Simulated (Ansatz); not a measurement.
Consider C3H13BOSi.

Input file:

```
crystal:
  periodic: [false, false, false]
  atoms:
    - {symbol: C, position_ang: [-0.558515, -1.480722, 0.492000]}
    - {symbol: B, position_ang: [0.371763, -0.671344, -0.492628]}
    - {symbol: C, position_ang: [1.933713, -0.692715, -0.259580]}
    - {symbol: C, position_ang: [-0.192078, -0.221499, -1.892076]}
    - {symbol: O, position_ang: [0.121148, 1.445016, 0.544225]}
    - {symbol: Si, position_ang: [-1.270252, 1.884867, 1.330242]}
    - {symbol: H, position_ang: [-1.613128, -1.193315, 0.451125]}
    - {symbol: H, position_ang: [-0.521776, -2.532726, 0.174805]}
    - {symbol: H, position_ang: [-0.226932, -1.467636, 1.533886]}
    - {symbol: H, position_ang: [2.460469, 0.136834, -0.740000]}
    - {symbol: H, position_ang: [2.322606, -1.607108, -0.728742]}
    - {symbol: H, position_ang: [2.231201, -0.748317, 0.792415]}
    - {symbol: H, position_ang: [0.396096, 0.565058, -2.370546]}
    - {symbol: H, position_ang: [-0.152791, -1.093383, -2.560572]}
    - {symbol: H, position_ang: [-1.239371, 0.090726, -1.861901]}
    - {symbol: H, position_ang: [0.955599, 1.535544, 1.007641]}
    - {symbol: H, position_ang: [-1.444916, 1.120760, 2.592719]}
    - {symbol: H, position_ang: [-2.371711, 1.589879, 0.388702]}
    - {symbol: H, position_ang: [-1.243126, 3.335782, 1.654683]}
basis:
  gaussian: {orbitals: def2-TZVPP}
hamiltonian: {xc: pbe0, dispersion: d4}
output: {orbitals: {seedname: orbitals}}
```

Run with:

```sh
ansatz run in.yaml --threads 4 --pin off --events-out ev --progress --plain --max-ram 11315MiB
```

Geometry: PBE0-D4/def2-TZVP; at this geometry the atoms fall into two loosely joined parts.

Computed with RKS PBE0-D4/def2-TZVPP (Ansatz).

What will maps of the electron density and electron localisation function show?

Answer. C–B (1.58 Å): the density is about 1.4 e/Å³ at the midpoint; the ELF peaks at about 1 between the atoms: a shared electron pair.
O–H (0.96 Å): ρ is about 3.8 e/Å³ halfway; the ELF climbs to about 1 towards the hydrogen, as it does in any bond to H; a covalent bond by its length.
C–H (1.10 Å): the density is about 1.9 e/Å³ at the midpoint; the ELF climbs to about 1 towards the hydrogen (a covalent bond by its length).

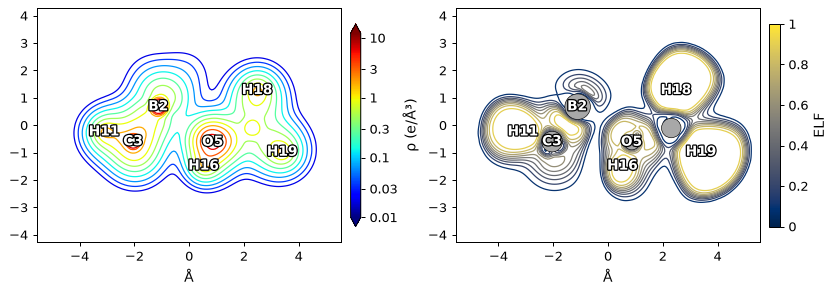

Computed electron density and electron localisation function on the plane of atoms B2, C3 and H11, in this order. Grey discs cover the atomic cores in the ELF map. 
